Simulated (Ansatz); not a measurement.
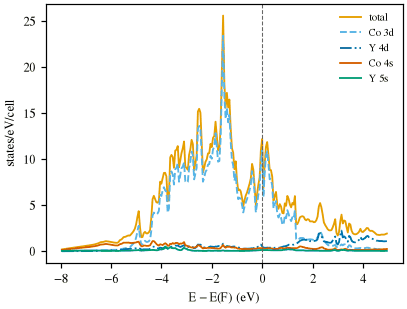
Total and projected density of states of YCo₅ in space group P6/mmm (No. 191; Y on 1a, Co on 2c, Co on 3g), PBEsol in the plane-wave PAW code Ansatz

### Question
Which orbitals carry the states next to the Fermi level?

### Answer
Within 0.5 eV of the Fermi level: Co 3d 89 %. Projections are on Löwdin-orthogonalised atomic valence shells; empty p or d shells of many metals are not among them.

### Question
Where is the tallest occupied peak in this window, and what makes it?

### Answer
Near -1.5 eV, about 26 states/eV per cell; the largest projected share is Co 3d.

The workflow started from a Materials Project entry (that database holds measured and hypothetical structures alike); the Crystallography Open Database files this formula in space group No. 191, but the cells were not matched. Its standing as an ambient phase is unchecked. Symmetry was held in the PBEsol relaxation, as lowered by the spin order; whether a distortion lowers the energy is not shown. The final state is ferrimagnetic, chosen from 4 collinear starts compared on coarse meshes (ties went to the first, and starts can fall back to one state), not a proven ground state. Scalar-relativistic: spin–orbit coupling is off unless named, which matters more the heavier the elements.

Potentials: the later of the program's two PAW sets.
